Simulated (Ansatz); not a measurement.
# S$_{2}$Ta$_{2}$ (charge +1, doublet): what the fields show

The calculation's input:

```
crystal:
  periodic: [false, false, false]
  atoms:
    - {symbol: Ta, position_ang: [-0.074153, -0.611468, -1.137398]}
    - {symbol: Ta, position_ang: [1.034712, 0.554323, 0.543233]}
    - {symbol: S, position_ang: [-0.865638, 1.497056, -0.466588]}
    - {symbol: S, position_ang: [-0.094910, -1.439911, 1.060743]}
basis:
  gaussian: {orbitals: def2-TZVP, initial_orbitals: start.molden}
total_charge: 1
magnetization: {spin_polarized: true, initial_magnetization: 1}
hamiltonian: {xc: pbe0, dispersion: d4}
scf: {omitted_lower_state_checks: [starts]}
output: {orbitals: {seedname: orbitals}}
```

Command:

```sh
ansatz run in.yaml --threads 4 --pin off --events-out ev --progress --plain --max-ram 3916MiB
```

Geometry: r2SCAN-D4/def2-SVP; core potentials replace the inner electrons of Ta.

Theory: UKS PBE0-D4/def2-TZVP in Ansatz.

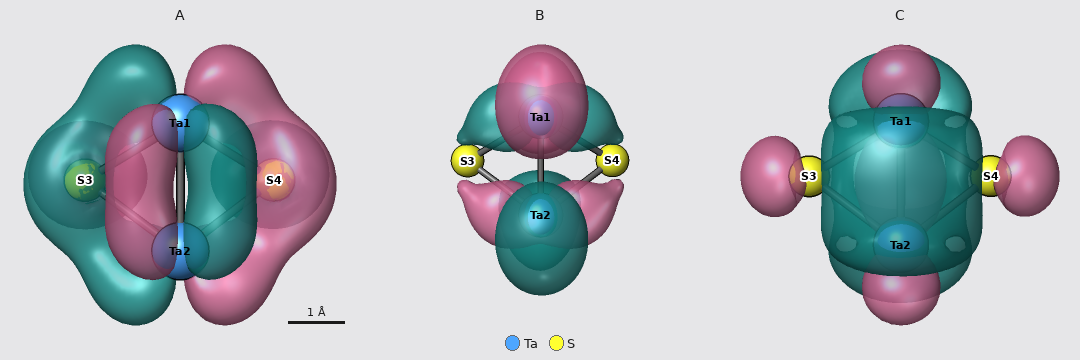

Figure 1. Three frontier orbitals at ±0.08 Å⁻³ᐟ² (teal and pink are the two phases), in no order.

Which picture is the HOMO−1, the HOMO and the LUMO? All are α orbitals.

C is the HOMO−1 (α) (−11.07 eV). By Hirshfeld shares it lies mainly on Ta1 (about 45 %), Ta2 (about 45 %), S3 (about 5 %) and S4 (about 5 %). A is the HOMO (α) (−9.96 eV). By Hirshfeld shares it lies mainly on Ta1 (about 30 %), Ta2 (about 30 %), S3 (about 20 %) and S4 (about 20 %). B is the LUMO (α) (−7.28 eV). It lies mainly on Ta1 (about 45 %) and Ta2 (about 45 %).

What is the gap between the highest occupied and lowest empty α orbitals?

2.68 eV between the orbital energies.

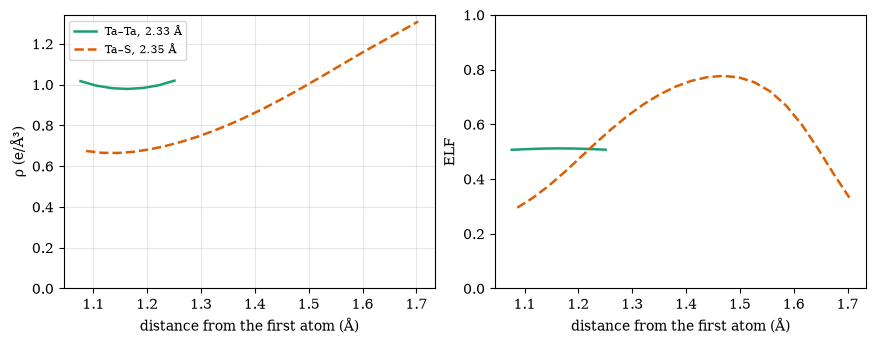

Figure 2. Electron density and electron localisation function along straight lines between neighbouring atoms. The curves leave out the atomic cores.

What can be read from the curves?

Ta–Ta (2.33 Å): ρ at the midpoint is about 0.98 e/Å³; the ELF is about 0.50 at the midpoint.
Ta–S (2.35 Å): the density is about 0.67 e/Å³ at the midpoint; the ELF peaks at about 0.80 in the valence shell of S, 0.9 Å from its nucleus, and is about 0.45 at the midpoint.

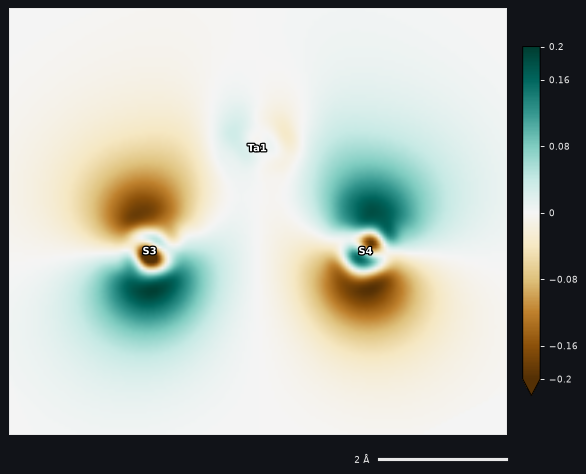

Figure 3. The LUMO (β) on the plane of atoms S3, Ta1 and S4 (values in Å⁻³ᐟ²; the overall sign is arbitrary).

What is the character of this orbital?

It lies mainly on Ta1 (about 35 %), Ta2 (about 35 %), S3 (about 15 %) and S4 (about 15 %). Its energy is −7.60 eV.
